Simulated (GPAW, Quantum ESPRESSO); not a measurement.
Consider CrB4 (Immm).

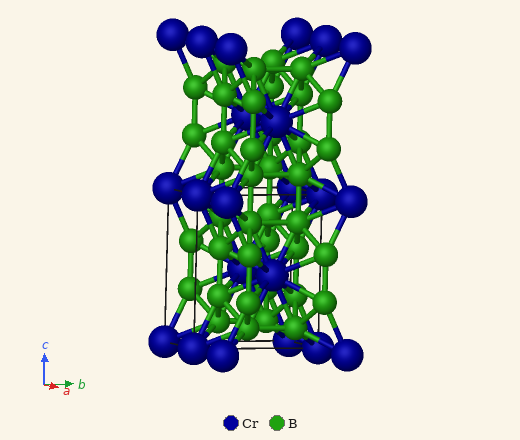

The structure (chromium blue, boron green). 2×1×2 conventional cells are drawn. Some periodic images of atoms are drawn too.

```cif
data_structure
_symmetry_space_group_name_H-M 'P 1'
_symmetry_Int_Tables_number 1
_cell_length_a 3.9014
_cell_length_b 3.9014
_cell_length_c 3.9014
_cell_angle_alpha 136.811
_cell_angle_beta 105.034
_cell_angle_gamma 90.659
_cell_volume 37.40
loop_
_atom_site_label
_atom_site_type_symbol
_atom_site_fract_x
_atom_site_fract_y
_atom_site_fract_z
_atom_site_occupancy
Cr1 Cr 0.00000 0.00000 0.00000 1
B2 B 0.53740 0.34410 0.19330 1
B3 B 0.46260 0.65590 0.80670 1
B4 B 0.84920 0.65590 0.19330 1
B5 B 0.15080 0.34410 0.80670 1
```

Absorber: atom 1, with 4 B at 2.10 Å and 8 B at 2.22 Å (12-fold, site symmetry mmm). Method: Quantum ESPRESSO XSpectra, LDA, excited-electron core hole (neutral cell), 15-atom cell with 4.7 Å between holes, 6×6×6 k points, dipole transitions, Lorentzian half width 0.54 eV up to 4 eV, rising linearly to 4 eV at 25 eV.

Question: Predict the near-edge structure at the Cr K edge.

Main maxima up to 30 eV above the zero (height): 2.8 eV (0.24) and 19.0 eV (2.05). A K edge sees empty p states. The first eV above the zero hold little dipole weight, as the lowest empty bands are of d character; the main edge, of 4p character, rises through 0.6 near 6 eV above the zero. The total-energy difference is 5996.84 eV. One term is added: -24.69 eV, since the hole is spin-paired here and a spin-polarised one costs that much less in the free atom (computed apart). The photon energy is then 5972.15 eV. The tabulated edge of the element is 5989 eV. The functional leaves an error in such absolute values: in the free atom LDA prices this hole 14.7 eV below PBE (computed apart), and PBE is itself good to a few eV.

The Cr K spectrum (energy from the energy zero of the input (xe0, at the border of filled and empty states); intensity scaled to a mean of 1 over the first 20 eV; the points at xe0, where the cut of filled states can leave a spike, are interpolated; polarised curves are means over the symmetry-equivalent atoms):

```
E (eV)  isotropic  ε ∥ x  ε ∥ y  ε ∥ z
  -2.0       0.04   0.05   0.03   0.03
  -0.5       0.06   0.10   0.05   0.05
   1.0       0.16   0.29   0.09   0.10
   2.5       0.23   0.36   0.18   0.16
   4.0       0.19   0.27   0.16   0.15
   5.5       0.46   0.62   0.38   0.39
   7.0       0.75   0.75   0.78   0.72
   8.5       0.87   0.78   0.89   0.96
  10.0       0.87   0.79   0.81   1.00
  11.5       0.98   1.02   0.93   0.99
  13.0       1.22   1.41   1.22   1.02
  14.5       1.48   1.78   1.57   1.09
  16.0       1.73   2.08   1.93   1.19
  17.5       1.95   2.27   2.22   1.38
  19.0       2.05   2.22   2.31   1.64
  20.5       2.01   2.02   2.08   1.93
  22.0       1.94   1.80   1.84   2.18
  23.5       1.88   1.61   1.72   2.32
  25.0       1.84   1.50   1.68   2.33
  26.5       1.80   1.47   1.67   2.27
  28.0       1.76   1.49   1.67   2.12
  29.5       1.71   1.54   1.68   1.92
  31.0       1.65   1.58   1.66   1.72
```

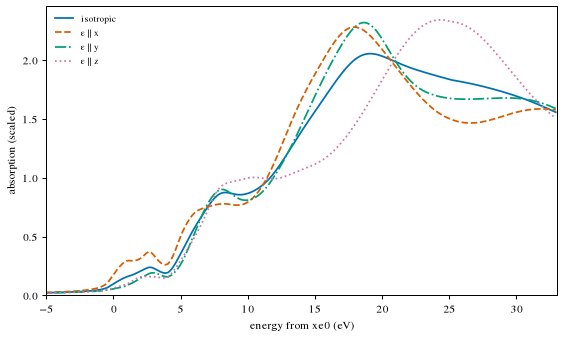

The Cr K edge.

Quadrupole 1s→3d transitions, which feed the pre-edge, are not in the dipole spectrum. The starting moments shrank to 0.00 μB or less, so this is hardly a magnetic state. The holes are only 4.7 Å apart, so the shape is probably not converged with cell size; no larger cell was run here. Lifetime broadening is put in by hand, and intensities beyond about 20 eV depend on it and on the partial waves. The structure is a published determination, not relaxed.

[Banner, clock and machine lines of the logs are left out without a mark of their own.]

[Logs are printed without paths, hosts, clocks, repeated set-up lines and the standing remarks that a program may print on its own settings, such as how far it seeks lower states.]

[Hosts, paths, dates, database ids (printed as entryN), source tags and the programs' standing remarks are cut or masked in the printed files.]

[Lists of maxima count a maximum above −3 eV only where it reaches 4 % of the highest in the window and stands out from its surroundings by 2 % of it (1.5 % where it reaches 55 %); shoulders and weaker maxima are passed over, and of the rest the first, up to two pre-edge ones and the few strongest are named.]
